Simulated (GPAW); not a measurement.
# MoS2 (P6_3/mmc): refractive index against wavelength

The refractive index of MoS2 (P6_3/mmc) along x below the direct gap (1.64 eV on the mesh) is read from one computed spectrum, n = √(Re ε). x, y and z are the Cartesian axes of the input cell.

Symmetry: P6_3/mmc, No. 194, hexagonal system. Conventional cell: a = 3.169 Å, b = 3.169 Å, c = 12.324 Å, α = 90.00°, β = 90.00°, γ = 120.00°. Mo on site c is surrounded by 6 S at 2.41 Å. Around S on site f lie 3 Mo at 2.41 Å.

Method: GPAW 26.7.0, PBE, RPA, k-mesh 12×12×3, local fields up to 70 eV, Lorentzian half width 0.12 eV.

Launch of the response step: `OMP_NUM_THREADS=1 python df.py`. The run took 9.3 min, its band step included, on 1 thread of Arm Neoverse V2, with other jobs on the host.

| wavelength (nm) | photon energy E (eV) | n |
| --- | --- | --- |
| 3000 | 0.413 | 3.7195 |
| 2000 | 0.620 | 3.7554 |
| 1550 | 0.800 | 3.8012 |
| 1310 | 0.946 | 3.8506 |
| 1064 | 1.165 | ? |

In the single-oscillator model n² − 1 = E₀E_d/(E₀² − E²), so 1/(n² − 1) = E₀/E_d − E²/(E₀E_d) is linear in E².

Working, on the rows shown:

| x = E² (eV²) | y = 1/(n² − 1) |
| --- | --- |
| 0.170801 | 0.0779139 |
| 0.384302 | 0.0763182 |
| 0.639837 | 0.0743543 |
| 0.895757 | 0.0723216 |

Means: x̄ = 0.52267, ȳ = 0.075227. Σ(x − x̄)(y − ȳ) = -0.002283, Σ(x − x̄)² = 0.2959. Slope = -0.002283 / 0.2959 = -0.007715; intercept = ȳ − slope · x̄ = 0.079259. Turned back into n, the line misses the rows shown by at most 0.00074.

Task: What does the fit predict for the withheld row, and how well does it do?

Result: At x = 1.3578 the line gives y = 0.068784, that is 3.9419. The run gave 3.9516, so the extrapolation is off by 0.0097, 4 % of the range in the table.

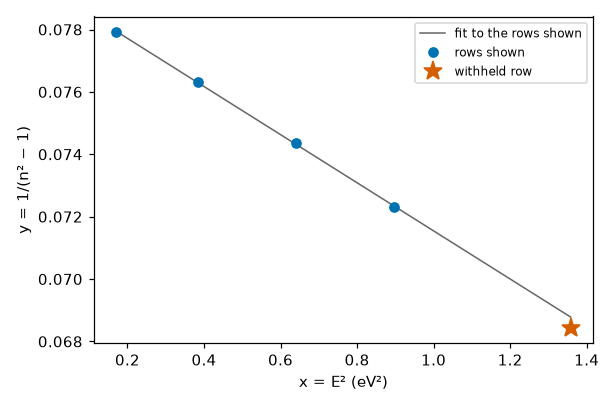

Refitted with all rows, the slope is -0.007998 and the intercept 0.079382. These give E₀ = √(intercept/−slope) = 3.15 eV and E_d = E₀/intercept = 39.7 eV; E₀ is 1.9 times the direct gap. The electronic limit at long wavelengths, without lattice vibrations, is n = √(1 + 1/intercept) = 3.687. The cell comes from an older database entry, whose edges can be off by a per cent or so. Excitons are left out; PBE gaps are as a rule too small. The values come from a sum over the points of one k-mesh and carry its error, which grows as the direct gap shrinks. This version of GPAW has incomplete matrix elements in the optical limit, which can lower ε − 1 by up to a tenth where first-row anions or d states rule. Spin-orbit coupling is left out.
